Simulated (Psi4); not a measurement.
# UDSD-PBEP86/cc-pVTZ (density fitting for correlation) run of SiHCl2 (SMILES Cl[SiH]Cl)

Aim: the vertical doublet–quartet gap of SiHCl2 at UDSD-PBEP86/cc-pVTZ (density fitting for correlation), from 2 runs. 

Program for the calculation: Psi4 1.11.

3 further runs of the same task are left out: 3 set aside as unsound or not needed.

## Step 1: The molecule

SiHCl2 has 4 atoms, charge 0, and is taken as a doublet. As SMILES, `Cl[SiH]Cl`. The shape is that of a PBE0-D4/def2-TZVP optimisation.

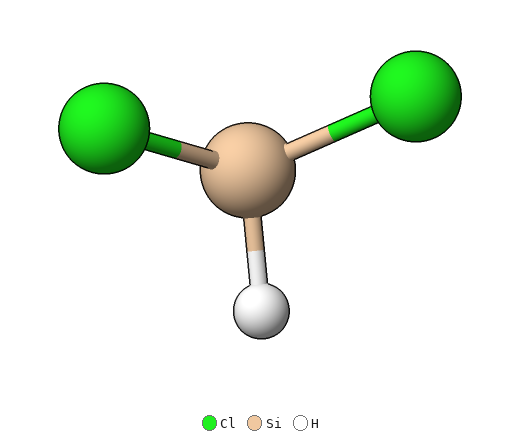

Viewed from a chosen angle; chlorine green, silicon light orange, hydrogen white.

## Step 2: The energy at UDSD-PBEP86/cc-pVTZ (density fitting for correlation)

Contents of cl2hsi.dat:

```
memory 1600 mb

molecule m {
  0 2
  Cl    -1.646600     0.177800     0.889400
  Si     0.187600    -0.414200     0.200000
  Cl     0.250900    -0.281300    -1.841700
  H      1.208200     0.517700     0.752400
  symmetry c1
}

set basis cc-pVTZ
set reference uks
set puream true
set e_convergence 1e-09
set d_convergence 1e-08
set scf_type pk
set dft_radial_points 99
set dft_spherical_points 590
set num_frozen_docc 15
set maxiter 200

energy_value, wavefunction = energy("dsd-pbep86", return_wfn=True)
```

The run is started by

```sh
$ psi4 -n 1 cl2hsi.dat cl2hsi.out
```

cl2hsi.out:

```text
[...]
  Running in c1 symmetry.
[...]
  Nuclear repulsion =  179.837223157490143
[...]
  Multiplicity = 2
[...]
  Nalpha       = 25
  Nbeta        = 24
[...]
    Number of basis functions: 116
[...]
   @UKS iter   1: -1209.41258532981942   -2.37629e-01   1.98511e-03 ADIIS/DIIS
[...]
   @UKS iter  12: -1209.43845210131985   -7.95808e-12   5.05090e-09 DIIS
[...]
   @S^2 Observed:                7.541780548E-01
[...]
    Orbital Energies [Eh]
    ---------------------
    Alpha Occupied:
       1A   -103.700671     2A   -103.700665     3A    -67.943682
       4A    -10.196780     5A    -10.196772     6A     -7.762072
       7A     -7.762064     8A     -7.759009     9A     -7.759002
      10A     -7.758352    11A     -7.758345    12A     -5.921664
      13A     -4.115697    14A     -4.110031    15A     -4.108408
      16A     -1.042536    17A     -1.016456    18A     -0.667927
      19A     -0.520118    20A     -0.519584    21A     -0.482380
      22A     -0.445983    23A     -0.437617    24A     -0.428935
      25A     -0.321161
    Alpha Virtual:
[...]
  @UKS Final Energy: -1209.43845210131985
   => Energetics <=
    Nuclear Repulsion Energy =            179.8372231574901434
    One-Electron Energy =               -2030.5223504489777042
    Two-Electron Energy =                 663.3051274948685432
    DFT Exchange-Correlation Energy =     -22.0584523047008574
    Empirical Dispersion Energy =           0.0000000000000000
    VV10 Nonlocal Energy =                  0.0000000000000000
    Total Energy =                      -1209.4384521013198537
[...]
 Multipole Moments:
 ------------------------------------------------------------------------------------
     Multipole            Electronic (a.u.)      Nuclear  (a.u.)        Total (a.u.)
 ------------------------------------------------------------------------------------
 L = 1.  Multiply by 2.5417464519 to convert [e a0] to [Debye]
 Dipole X            :         -1.6649018            2.0413581            0.3764563
 Dipole Y            :         -0.5631556            0.4416522           -0.1215034
 Dipole Z            :         -1.0619433            1.3440506            0.2821073
 Magnitude           :                                                    0.4858672
[...]
```

Wall time 29 s (1 thread of Intel Xeon 6975P-C (Granite Rapids), shared host); peak memory 0.87 GiB.

## Step 3: The quartet at the same level

Contents of cl2hsi_ase.py:

```python
import numpy as np
from ase.calculators.psi4 import Psi4
from ase import Atoms

atoms = Atoms(['Cl', 'Si', 'Cl', 'H'], positions=[
    [-1.646600, 0.177800, 0.889400],
    [0.187600, -0.414200, 0.200000],
    [0.250900, -0.281300, -1.841700],
    [1.208200, 0.517700, 0.752400],
])
calc = Psi4(atoms=atoms, method='dsd-pbep86', basis='cc-pVTZ', memory='1600MB', num_threads=1, charge=0, multiplicity=4, label='psi4-calc', reference='uks')
calc.psi4.set_options({'puream': True, 'e_convergence': 1e-09, 'd_convergence': 1e-08, 'scf_type': 'pk', 'dft_radial_points': 99, 'dft_spherical_points': 590, 'num_frozen_docc': 15, 'maxiter': 200})
atoms.calc = calc

print(f'energy: {atoms.get_potential_energy():.6f} eV')
```

The run is started by

```sh
$ python cl2hsi_ase.py
```

psi4-calc.dat:

```text
[...]
  Running in c1 symmetry.
[...]
  Nuclear repulsion =  179.837223157490143
[...]
  Multiplicity = 4
[...]
  Nalpha       = 26
  Nbeta        = 23
[...]
    Number of basis functions: 116
[...]
   @UKS iter   1: -1209.10164367394691    7.33125e-02   1.92922e-03 ADIIS/DIIS
[...]
   @UKS iter  32: -1209.13180565030780   -1.80762e-10   8.34102e-09 DIIS
[...]
   @S^2 Observed:                3.777524560E+00
[...]
    Orbital Energies [Eh]
    ---------------------
    Alpha Occupied:
       1A   -103.726818     2A   -103.726749     3A    -67.906892
       4A    -10.223006     5A    -10.222941     6A     -7.792746
       7A     -7.792681     8A     -7.785431     9A     -7.785364
      10A     -7.782529    11A     -7.782463    12A     -5.892380
      13A     -4.084454    14A     -4.079566    15A     -4.078477
      16A     -1.074663    17A     -1.052672    18A     -0.708548
      19A     -0.564054    20A     -0.550561    21A     -0.498528
      22A     -0.490308    23A     -0.475892    24A     -0.458224
      25A     -0.330504    26A     -0.124700
    Alpha Virtual:
[...]
  @UKS Final Energy: -1209.13180565030780
   => Energetics <=
    Nuclear Repulsion Energy =            179.8372231574901434
    One-Electron Energy =               -2029.9331765081094545
    Two-Electron Energy =                 663.0096407268697476
    DFT Exchange-Correlation Energy =     -22.0454930265580415
    Empirical Dispersion Energy =           0.0000000000000000
    VV10 Nonlocal Energy =                  0.0000000000000000
    Total Energy =                      -1209.1318056503075695
[...]
 Multipole Moments:
 ------------------------------------------------------------------------------------
     Multipole            Electronic (a.u.)      Nuclear  (a.u.)        Total (a.u.)
 ------------------------------------------------------------------------------------
 L = 1.  Multiply by 2.5417464519 to convert [e a0] to [Debye]
 Dipole X            :         -1.8510162            2.0413581            0.1903419
 Dipole Y            :         -0.2748209            0.4416522            0.1668313
 Dipole Z            :         -1.2393183            1.3440506            0.1047322
 Magnitude           :                                                    0.2739189
[...]
```

Standard output:

```text
energy: -32909.242755 eV
```

Run time: 47 s. Hardware: 1 thread of Intel Xeon 6975P-C (Granite Rapids), shared host; peak memory 0.9 GiB.

## Step 4: Results

At UDSD-PBEP86/cc-pVTZ (density fitting for correlation), 15 core orbitals frozen:

| quantity | value |
| --- | --- |
| doublet: total energy | -1209.68825 Eh |
| doublet: HOMO energy (SCF part's orbitals) (highest over α and β) | -8.74 eV |
| doublet: LUMO energy (SCF part's orbitals) (lowest over α and β) | -0.88 eV |
| doublet: ⟨S²⟩ | 0.754 |
| quartet: total energy | -1209.39237 Eh |
| quartet: HOMO energy (SCF part's orbitals) (highest over α and β) | -3.39 eV |
| quartet: ⟨S²⟩ | 3.778 |
| vertical energy of the quartet above the doublet | 8.051 eV |

In words: At this shape the quartet lies 8.05 eV (777 kJ/mol) above the doublet.
